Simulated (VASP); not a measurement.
Band structure of PbTe (rock salt). These are PBE GGA, VASP's PBE PAW potentials (set 64) (plane waves; VASP) values and carry that method's errors.

Unless said otherwise, spin-orbit coupling is left out, though it shifts the bands of the heavy elements here.

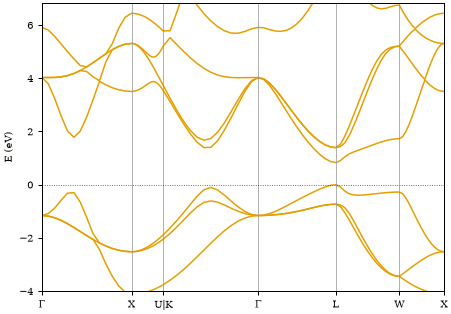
Figure: Bands along high-symmetry lines, zero at the valence-band maximum or, without a gap, the Fermi level

Read the plot: is there a gap, and where are the band edges?

The gap is direct, 0.83 eV, from the valence maximum at L to the conduction minimum at L. (Edges off the drawn lines would not show.)

The compound is PbTe in the rock salt structure. It was relaxed first, which changed the volume by +5 %.
